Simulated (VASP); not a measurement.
Energy against volume of Al3Sc (L1_2). Computed with r2SCAN meta-GGA, VASP's PBE PAW potentials (set 64) (plane waves; VASP).

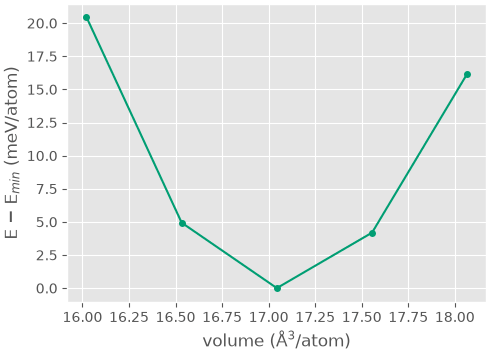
Fig. 1. Energy against volume

**Question.** Estimate the equilibrium volume and the bulk modulus.

**Answer.** The minimum lies near 17.1 Å³/atom, and the curvature gives B0 of about 95 GPa.

Measured: a 4.103 Å (computed value off by -0.4 %), as given by A Combined Experimental and First-Principles Based Assessment of Finite-Temperature Thermodynamic Properties of …. The calculation is for a static lattice, while the measured a holds thermal and zero-point effects, which are part of the difference.

The compound is Al3Sc in the L1_2 structure. It was relaxed first.
